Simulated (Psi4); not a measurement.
# H3S+ (sulfonium): BHLYP/def2-TZVPPD

What is the vertical electron affinity of H3S+ (sulfonium) at BHLYP/def2-TZVPPD? 

The results are computed with Psi4 1.11.

5 further runs of the same task are left out: 1 that didn't finish, 4 set aside as unsound or not needed.

## Step 1: The structure to begin with

The species is H3S+ (4 atoms), meant as a singlet with charge +1. As SMILES, `[SH3+]`. The shape is that of a GFN2-xTB optimisation.

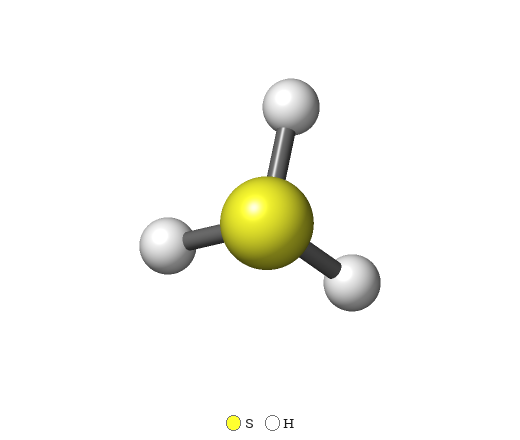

The structure, seen from a chosen angle (sulfur yellow, hydrogen white).

## Step 2: Energy and gradient at BHLYP/def2-TZVPPD

job.in reads:

```
memory 1600 MB

molecule {
  1 1
  S
  H 1 1.355528
  H 1 1.355461 2 93.70294
  H 1 1.355172 3 93.69046 2 -93.95344
  symmetry c1
  no_reorient
  no_com
}

set globals {
  puream               true
  e_convergence        1e-09
  d_convergence        1e-08
  scf_type             pk
  dft_radial_points    99
  dft_spherical_points 590
}

energy_value = gradient('bhhlyp/def2-TZVPPD')
print_variables()
```

On the command line:

```console
psi4 job.in job.out -n 1
```

job.out:

```text
[...]
  Running in c1 symmetry.
[...]
  Nuclear repulsion =   19.543148066633549
[...]
  Multiplicity = 1
[...]
  Nalpha       = 9
  Nbeta        = 9
[...]
    Number of basis functions: 102
[...]
   @RKS iter   1:  -399.66306863659850    2.52896e-01   2.42431e-03 ADIIS/DIIS
[...]
   @RKS iter   9:  -399.68112550556901   -3.97904e-13   2.02115e-09 DIIS
[...]
    Orbital Energies [Eh]
    ---------------------
    Doubly Occupied:
       1A    -90.414226     2A     -8.694268     3A     -6.549864
       4A     -6.549864     5A     -6.546779     6A     -1.195391
       7A     -0.817169     8A     -0.817135     9A     -0.716380
[...]
  @RKS Final Energy:  -399.68112550556901
   => Energetics <=
    Nuclear Repulsion Energy =             19.5431480666335489
    One-Electron Energy =                -584.1304602869113296
    Two-Electron Energy =                 178.5051495094423899
    DFT Exchange-Correlation Energy =     -13.5989627947336302
    Empirical Dispersion Energy =           0.0000000000000000
    VV10 Nonlocal Energy =                  0.0000000000000000
    Total Energy =                       -399.6811255055690140
[...]
 Multipole Moments:
 ------------------------------------------------------------------------------------
     Multipole            Electronic (a.u.)      Nuclear  (a.u.)        Total (a.u.)
 ------------------------------------------------------------------------------------
 L = 1.  Multiply by 2.5417464519 to convert [e a0] to [Debye]
 Dipole X            :         -0.7277408            1.1544838            0.4267430
 Dipole Y            :         -0.6793382            1.0778293            0.3984910
 Dipole Z            :         -0.6366930            1.0102376            0.3735446
 Magnitude           :                                                    0.6931380
[...]
  -Total Gradient:
     Atom            X                  Y                   Z
    ------   -----------------  -----------------  -----------------
       1       -0.007694454657    -0.007314138145    -0.006877295693
       2        0.001310966937     0.001216733627     0.005086901776
       3        0.001321152891     0.005122040845     0.000886999343
       4        0.005062351855     0.000975347392     0.000903415198
[...]
```

Run time: 9.9 s. Hardware: 1 thread of Intel Xeon 6975P-C (Granite Rapids), shared host; peak memory 0.74 GiB.

## Step 3: Doublet neutral H3S: the energy at UBHLYP/def2-TZVPPD

h3s.xyz reads:

```xyz
4
H3S
S      0.301620    -0.100910    -0.445950
H      0.848020     0.280920     0.734350
H     -0.494150    -1.037930     0.125030
H     -0.655500     0.857920    -0.413440
```

job.py reads:

```python
import psi4

psi4.set_memory(1600000000)
psi4.set_num_threads(1)
psi4.core.set_output_file('h3s.out', False)

with open('h3s.xyz') as f:
    atoms = ''.join(f.readlines()[2:])
molecule = psi4.geometry('0 2\n' + atoms + 'symmetry c1\nno_reorient\nno_com')

psi4.set_options({
    'basis': 'def2-TZVPPD',
    'reference': 'uks',
    'puream': True,
    'e_convergence': 1e-09,
    'd_convergence': 1e-08,
    'scf_type': 'pk',
    'dft_radial_points': 99,
    'dft_spherical_points': 590,
    'maxiter': 200,
})

e_tot, wfn = psi4.energy('bhhlyp', return_wfn=True)
psi4.oeprop(wfn, 'MAYER_INDICES', 'WIBERG_LOWDIN_INDICES', 'LOWDIN_CHARGES', title='BHHLYP')
print('E =', round(e_tot, 9))
for k, v in sorted(psi4.core.scalar_variables().items()):
    print(f'{k:45s} {v:18.10f}')
```

On the command line:

```console
python job.py
```

h3s.out:

```text
[...]
  Running in c1 symmetry.
[...]
  Nuclear repulsion =   19.543150805021565
[...]
  Multiplicity = 2
[...]
  Nalpha       = 10
  Nbeta        = 9
[...]
    Number of basis functions: 102
[...]
   @UKS iter   1:  -399.81196235086497    1.04002e-01   3.13167e-03 ADIIS/DIIS
[...]
   @UKS iter  24:  -399.84773223474775    4.37694e-12   8.76341e-09 DIIS
[...]
   @S^2 Observed:                7.570751727E-01
[...]
    Orbital Energies [Eh]
    ---------------------
    Alpha Occupied:
       1A    -90.103552     2A     -8.380408     3A     -6.237608
       4A     -6.237199     5A     -6.233735     6A     -0.900788
       7A     -0.539102     8A     -0.535999     9A     -0.436224
      10A     -0.112294
    Alpha Virtual:
      11A      0.002708    12A      0.027986    13A      0.041969
      14A      0.042752    15A      0.049635    16A      0.129364
      17A      0.130149    18A      0.140449    19A      0.188217
      20A      0.201940    21A      0.209729    22A      0.227797
      23A      0.230319    24A      0.263500    25A      0.281268
[...]
  @UKS Final Energy:  -399.84773223474775
   => Energetics <=
    Nuclear Repulsion Energy =             19.5431508050215648
    One-Electron Energy =                -589.7431207781364719
    Two-Electron Energy =                 184.1033171865293809
    DFT Exchange-Correlation Energy =     -13.7510794481622174
    Empirical Dispersion Energy =           0.0000000000000000
    VV10 Nonlocal Energy =                  0.0000000000000000
    Total Energy =                       -399.8477322347477525
[...]
 Multipole Moments:
 ------------------------------------------------------------------------------------
     Multipole            Electronic (a.u.)      Nuclear  (a.u.)        Total (a.u.)
 ------------------------------------------------------------------------------------
 L = 1.  Multiply by 2.5417464519 to convert [e a0] to [Debye]
 Dipole X            :         -8.7934807            8.5496690           -0.2438117
 Dipole Y            :          3.0164326           -2.8603839            0.1560486
 Dipole Z            :         12.8394890          -12.6408694            0.1986197
 Magnitude           :                                                    0.3510628
[...]
```

On the terminal:

```text
Memory set to   1.490 GiB by Python driver.
  Threads set to 1 by Python driver.
E = -399.847732235
CURRENT ENERGY                                   -399.8477322347
CURRENT REFERENCE ENERGY                         -399.8477322347
DD SOLVATION ENERGY                                 0.0000000000
DFT FUNCTIONAL TOTAL ENERGY                      -399.8477322347
DFT TOTAL ENERGY                                 -399.8477322347
DFT VV10 ENERGY                                     0.0000000000
DFT XC ENERGY                                     -13.7510794482
GRID ELECTRONS ALPHA                               10.0000000497
GRID ELECTRONS BETA                                 9.0000000059
GRID ELECTRONS TOTAL                               19.0000000556
NUCLEAR REPULSION ENERGY                           19.5431508050
ONE-ELECTRON ENERGY                              -589.7431207781
PCM POLARIZATION ENERGY                             0.0000000000
PE ENERGY                                           0.0000000000
SCF ITERATION ENERGY                             -399.8477322347
SCF ITERATIONS                                     24.0000000000
SCF TOTAL ENERGY                                 -399.8477322347
TWO-ELECTRON ENERGY                               184.1033171865
XC GRID RADIAL POINTS                              99.0000000000
XC GRID SPHERICAL POINTS                          590.0000000000
XC GRID TOTAL POINTS                           227147.0000000000
```

Run time: 28 s. Hardware: 1 thread of Intel Xeon 6975P-C (Granite Rapids), shared host; peak memory 0.74 GiB.

## Step 4: Results

At BHLYP/def2-TZVPPD:

| quantity | value |
| --- | --- |
| singlet H3S+: total energy | -399.68113 Eh |
| singlet H3S+: HOMO energy | -19.49 eV |
| singlet H3S+: LUMO energy | -6.02 eV |
| singlet H3S+: HOMO–LUMO gap | 13.48 eV |
| singlet H3S+: largest force on an atom | 0.650 eV/Å |
| doublet neutral H3S: total energy | -399.84773 Eh |
| doublet neutral H3S: dipole moment | 0.89 D |
| doublet neutral H3S: HOMO energy (highest over α and β) | -3.06 eV |
| doublet neutral H3S: LUMO energy (lowest over α and β) | 0.07 eV |
| doublet neutral H3S: ⟨S²⟩ | 0.757 |
| vertical electron affinity (to the doublet neutral) | 4.534 eV |

What this shows: At fixed nuclei the extra electron is bound by 4.53 eV (437 kJ/mol). The largest force (singlet H3S+) is 0.65 eV/Å: the shape isn't a stationary point for this species at this level.
